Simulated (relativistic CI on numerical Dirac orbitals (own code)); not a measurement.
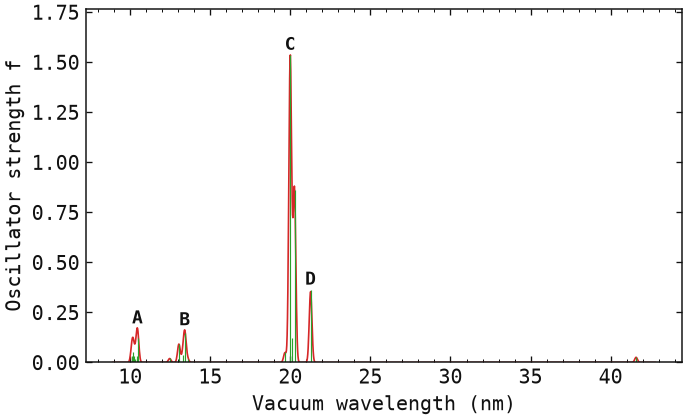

Computed spectrum: absorption lines from the lowest level (oscillator strengths f) of an atom or ion with 17 electrons. The calculation used relativistic configuration interaction, KLI exchange-only orbitals, Breit term, model QED, unscaled Slater integrals. The envelope is a Gaussian of full width 0.2 nm, scaled to the tallest stick.

**Which ion is it, and what are the lettered lines?**

Cr⁷⁺. A: 3s² 3p⁴ 4d ²D₅/₂ ← 3s² 3p⁵ ²P°₃/₂, 10.46 nm, f = 0.12; B: 3s² 3p⁴ 4s ²P₃/₂ ← 3s² 3p⁵ ²P°₃/₂, 13.41 nm, f = 0.15; C: 3s² 3p⁴ 3d ²D₅/₂ ← 3s² 3p⁵ ²P°₃/₂, 19.99 nm, f = 1.5; D: 3s² 3p⁴ 3d ²S₁/₂ ← 3s² 3p⁵ ²P°₃/₂, 21.26 nm, f = 0.36.

Limits of the model: configurations can be misplaced by up to about 7 % of their energy; only a limited list of configurations is included, so lower levels can be missing; only lines among the lowest 400 of 10134 levels are drawn, so those from 3s² 3p⁴ 4f, 3s 3p⁵ 4s, 3s 3p⁴ 3d² and 3s² 3p² 3d³ are incomplete.
